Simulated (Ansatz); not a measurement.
# Calculations on H₄C

### Relaxation

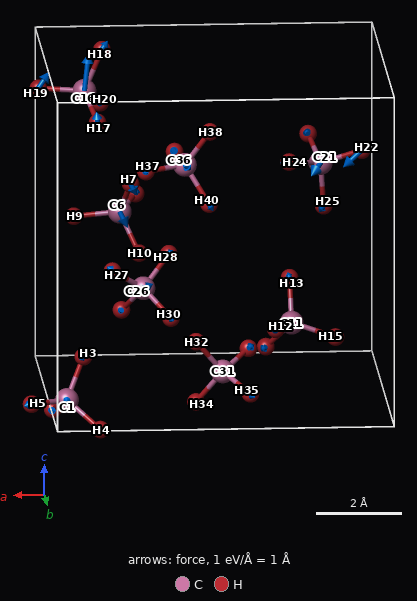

Starting geometry of an amorphous cell of composition H₄C with the computed forces as blue arrows. A ball-and-stick model of the cell of the calculation, seen from a free direction.

The cell holds 8 CH4. The run prepares the start of a later molecular dynamics calculation, from a guessed geometry.

These are results of Ansatz 0.2.0, DFT PBE-D3(BJ), scalar-relativistic, plane waves, PAW, not measurements. Set-up: plane-wave cutoff 420 eV; k-point mesh 1 × 1 × 1; occupations fermi dirac; smearing width 0.02 eV; no spin polarisation; atoms relaxed in a fixed cell; force threshold 0.3 eV/Å; at most 15 steps.

### Is this structure relaxed? If not, where do the atoms go?

It isn't relaxed: the largest force vector, on a C atom, is 0.90 eV/Å. The final displacements follow the starting forces only in part (cosine between the two patterns 0.51). The largest move is that of an H atom, 1.00 Å roughly along [0 1 3]. Largest moves by element: H 1.00 Å, C 0.81 Å. The cell doesn't change. Among the contacts that change: C–H 1.090 → 1.098 Å. Over 6 accepted moves (7 points after the start) the energy falls by 26.6 meV per atom. Largest force component: 0.89 eV/Å at the start, 0.23 eV/Å at the end. 1 step only repeated the SCF at the same geometry.

Limits of the set-up: the periodic images lie only 8.0 Å apart, so the values are limited by the cell's size.

### Dynamics

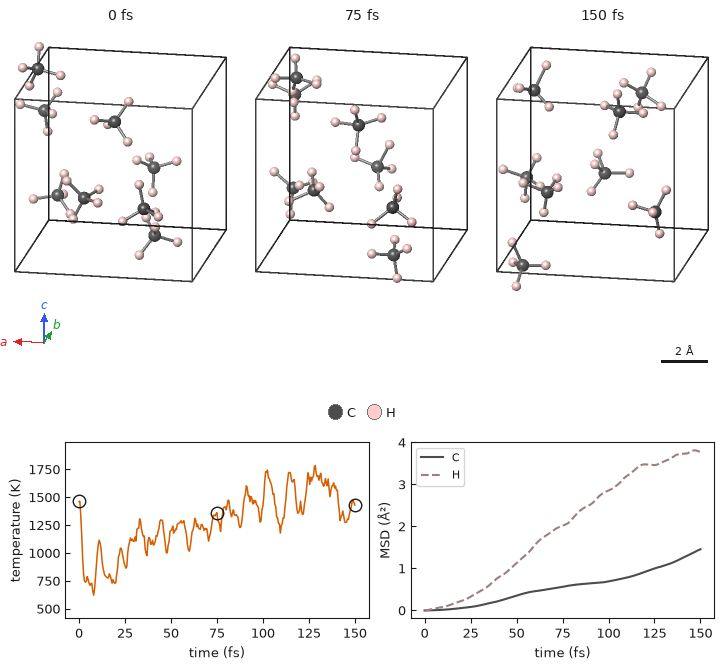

First-principles dynamics of a periodic cell with 8 CH4 at 0.423 g/cm³, 150 fs long. Frames and the history of the run. Style: ball-and-stick. Shown: the simulation cell, from a free direction. Atoms that leave the cell re-enter on the other side.

Method: DFT PBE-D3(BJ), scalar-relativistic, plane waves, PAW in Ansatz 0.2.0. Set-up: plane-wave cutoff 420 eV; k-point mesh 1 × 1 × 1; Fermi-Dirac smearing 0.02 eV; Langevin thermostat (NVT); set temperature 1500 K; time step 0.5 fs; friction 0.02 per fs.

Input file:
```yaml
crystal:
  lattice:
    - [7.958114, 0.0, 0.0]
    - [0.0, 7.958114, 0.0]
    - [0.0, 0.0, 7.958114]
  atoms:
    - { symbol: C, position: [0.98880659, 0.64024527, -0.02180642] }
    - { symbol: H, position: [1.0137491, 0.52074829, -0.08451691] }
    - { symbol: H, position: [0.97813472, 0.61896552, 0.11385171] }
    - { symbol: H, position: [0.87138247, 0.69378331, -0.06913668] }
    - { symbol: H, position: [1.09202595, 0.72816594, -0.04667132] }
    - { symbol: C, position: [0.76261063, 0.04165591, 0.43909475] }
    - { symbol: H, position: [0.74500975, 0.13881853, 0.53457202] }
    - { symbol: H, position: [0.70919468, -0.07662316, 0.48307964] }
    - { symbol: H, position: [0.89693256, 0.02530842, 0.41427246] }
    - { symbol: H, position: [0.69924409, 0.07996388, 0.32344905] }
    - { symbol: C, position: [0.26984518, 0.32038584, 0.15040552] }
    - { symbol: H, position: [0.29167122, 0.45615675, 0.15711939] }
    - { symbol: H, position: [0.30593296, 0.26172991, 0.26961259] }
    - { symbol: H, position: [0.34575852, 0.26731668, 0.0481362] }
    - { symbol: H, position: [0.13625756, 0.29696434, 0.12637771] }
    - { symbol: C, position: [0.84732583, 0.09155058, 0.90961231] }
    - { symbol: H, position: [0.82695745, 0.21580085, 0.85520681] }
    - { symbol: H, position: [0.77143497, 0.07849268, 1.0233797] }
    - { symbol: H, position: [0.98059175, 0.07672017, 0.94221228] }
    - { symbol: H, position: [0.81113813, -0.00506622, 0.81978732] }
    - { symbol: C, position: [0.23109759, 0.09961018, 0.61163371] }
    - { symbol: H, position: [0.11759525, 0.17467475, 0.63324668] }
    - { symbol: H, position: [0.237054, -0.00253332, 0.70325556] }
    - { symbol: H, position: [0.34252112, 0.17958054, 0.62455181] }
    - { symbol: H, position: [0.22824189, 0.04664929, 0.48420776] }
    - { symbol: C, position: [0.69587472, 0.47014328, 0.29782576] }
    - { symbol: H, position: [0.80048313, 0.5077254, 0.37968324] }
    - { symbol: H, position: [0.60053594, 0.40607616, 0.37319287] }
    - { symbol: H, position: [0.74173788, 0.38485123, 0.1996381] }
    - { symbol: H, position: [0.64056668, 0.58226198, 0.23962907] }
    - { symbol: C, position: [0.43309023, 0.85879647, 0.13426161] }
    - { symbol: H, position: [0.46914341, 0.90811601, 0.25757015] }
    - { symbol: H, position: [0.3485315, 0.75181314, 0.15052178] }
    - { symbol: H, position: [0.54597339, 0.81786667, 0.06704511] }
    - { symbol: H, position: [0.37034396, 0.95761524, 0.062342] }
    - { symbol: C, position: [0.55594747, 0.63953312, 0.69665007] }
    - { symbol: H, position: [0.68087122, 0.69580166, 0.68424847] }
    - { symbol: H, position: [0.48825882, 0.69931245, 0.80014137] }
    - { symbol: H, position: [0.56932533, 0.50509554, 0.72209481] }
    - { symbol: H, position: [0.48614237, 0.65688983, 0.57946463] }
basis:
  ecutwfc: 420.0
kpoints:
  mp_grid: { grid: [1, 1, 1] }
hamiltonian:
  xc: pbe
  dispersion: d3bj
scf:
  occupations: { method: fermi_dirac, width: 0.02 }
  lower_state_search: "off"
md:
  timestep: 0.5
  n_steps: 300
  ensemble: nvt_langevin
  temperature: 1500.0
  initial_velocities: maxwell_boltzmann
  seed: 847847
  friction: 0.02
```

Run as
```bash
ansatz run input.yaml --threads 1 --pin off --max-ram 3072MiB --backend cpu --events-out ev --progress --plain --runs-dir out
```

What do the frames and curves show?

In the second half of the run the atoms are, in the root-mean-square, this far from where they began (common drift taken out): H 1.77 Å, C 0.94 Å. The molecules turn and drift from their places. The mean temperature in the second half is 1477 K (standard deviation 151 K). The potential energy in the second half lies on average 135 meV per atom above the first frame.

Limits of the set-up: the periodic images lie only 8.0 Å apart, so the values are limited by the cell's size.

### Dynamics

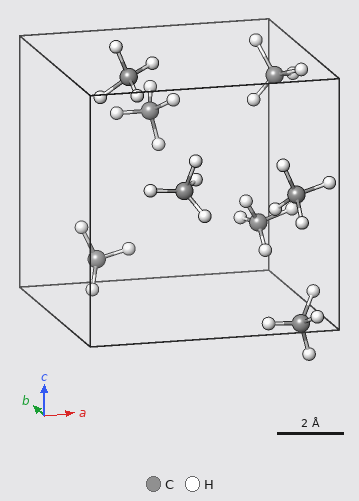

Starting frame of a dynamics run of a periodic cell with 8 CH4 at 0.423 g/cm³. It starts from the last geometry of an earlier run, with fresh velocities. The picture is a ball-and-stick view of the simulation cell, seen slightly off an axis.

These are results of Ansatz 0.2.0, DFT PBE-D3(BJ), scalar-relativistic, plane waves, PAW, not measurements.

Input
```yaml
crystal:
  lattice:
    - [7.958114, 0.0, 0.0]
    - [0.0, 7.958114, 0.0]
    - [0.0, 0.0, 7.958114]
  atoms:
    - { symbol: C, position: [0.89214804, 0.54579433, -0.11356429] }
    - { symbol: H, position: [0.96066449, 0.4103942, -0.06360067] }
    - { symbol: H, position: [0.80822045, 0.5476457, -0.20575897] }
    - { symbol: H, position: [0.9944574, 0.64903141, -0.13755247] }
    - { symbol: H, position: [0.83749753, 0.61914236, 0.01186027] }
    - { symbol: C, position: [0.83957354, 0.05253183, 0.53166857] }
    - { symbol: H, position: [0.97635052, 0.06904845, 0.56591248] }
    - { symbol: H, position: [0.78479717, 0.1577779, 0.45276027] }
    - { symbol: H, position: [0.77531283, 0.01278772, 0.66195791] }
    - { symbol: H, position: [0.82586188, -0.07630213, 0.45078041] }
    - { symbol: C, position: [0.23862579, 0.30771106, -0.02010514] }
    - { symbol: H, position: [0.13879469, 0.35721331, -0.10604936] }
    - { symbol: H, position: [0.18211382, 0.28815786, 0.10815616] }
    - { symbol: H, position: [0.35441321, 0.38075636, 0.00951849] }
    - { symbol: H, position: [0.23397935, 0.16968057, -0.06200169] }
    - { symbol: C, position: [0.87143325, 0.10032654, 1.00680901] }
    - { symbol: H, position: [0.9041155, -0.0160082, 1.05779056] }
    - { symbol: H, position: [0.74267848, 0.10505875, 1.01288464] }
    - { symbol: H, position: [0.91420036, 0.13650116, 0.87238108] }
    - { symbol: H, position: [0.94826543, 0.19644319, 1.10660426] }
    - { symbol: C, position: [0.41813764, 0.15254892, 0.5507961] }
    - { symbol: H, position: [0.49362182, 0.25371333, 0.56705353] }
    - { symbol: H, position: [0.44603649, 0.08985017, 0.68260696] }
    - { symbol: H, position: [0.48139444, 0.08607803, 0.46192914] }
    - { symbol: H, position: [0.27458057, 0.12620262, 0.56772863] }
    - { symbol: C, position: [0.80111754, 0.45697321, 0.3275445] }
    - { symbol: H, position: [0.93935106, 0.46684004, 0.37042832] }
    - { symbol: H, position: [0.73754609, 0.40584174, 0.428385] }
    - { symbol: H, position: [0.80225659, 0.36073702, 0.2400181] }
    - { symbol: H, position: [0.76504346, 0.58215746, 0.31978807] }
    - { symbol: C, position: [0.27611558, 0.89221945, 0.11305891] }
    - { symbol: H, position: [0.39846263, 0.87076631, 0.15125404] }
    - { symbol: H, position: [0.31242981, 1.01527739, 0.07155004] }
    - { symbol: H, position: [0.21137435, 0.87999595, 0.24709058] }
    - { symbol: H, position: [0.23558874, 0.8108317, 0.01446724] }
    - { symbol: C, position: [0.44981771, 0.75082599, 0.72577899] }
    - { symbol: H, position: [0.31725276, 0.75504733, 0.72408889] }
    - { symbol: H, position: [0.51346831, 0.64446682, 0.79039778] }
    - { symbol: H, position: [0.48391041, 0.86792636, 0.79140087] }
    - { symbol: H, position: [0.48588628, 0.75736512, 0.58818046] }
basis:
  ecutwfc: 420.0
kpoints:
  mp_grid: { grid: [1, 1, 1] }
hamiltonian:
  xc: pbe
  dispersion: d3bj
scf:
  occupations: { method: fermi_dirac, width: 0.02 }
  lower_state_search: "off"
md:
  timestep: 0.75
  n_steps: 400
  ensemble: nve
  temperature: 1500.0
  initial_velocities: maxwell_boltzmann
  seed: 436126
```

Run as
```bash
ansatz run input.yaml --threads 1 --pin off --max-ram 3072MiB --backend cpu --events-out ev --progress --plain --runs-dir out
```

Q: What does the trajectory do?

A: The mean temperature in the second half is 1526 K (standard deviation 117 K). The potential energy in the second half lies on average 3.0 meV per atom below the first frame. In the second half of the run the atoms are, in the root-mean-square, this far from where they began (common drift taken out): H 2.58 Å, C 2.00 Å. The molecules turn and drift from their places. The total energy stays between −0.92 and 1.9 meV per atom of its start. A straight-line fit has a slope that amounts to −0.019 meV per atom over 300 fs (under 0.1 % of the mean kinetic energy), and the ripple about it is 3.7 % of the kinetic energy's fluctuation. With a drift under 2 % and a ripple under 7 %, the integration is accurate.

Along the run (each row but the first and the last is the mean over the interval that it begins):

| time (fs) | potential energy (meV/atom) | T (K) |
| --- | --- | --- |
| 0.0 | 0.0 | 1500 |
| 49.5 | -2.5 | 1522 |
| 99.0 | -5.2 | 1544 |
| 148.5 | 0.8 | 1496 |
| 198.0 | -0.6 | 1508 |
| 247.5 | -8.5 | 1570 |
| 297.0 | -2.5 | 1524 |

The paths of the atoms:

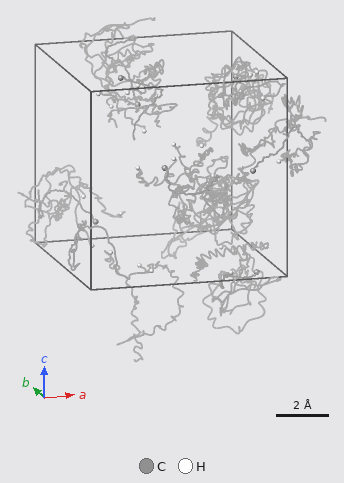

Limits of the set-up: the periodic images lie only 8.0 Å apart, so the values are limited by the cell's size.

The run took 17 min on 1 thread of Arm Neoverse V1 (shared host), peak memory 0.44 GiB.
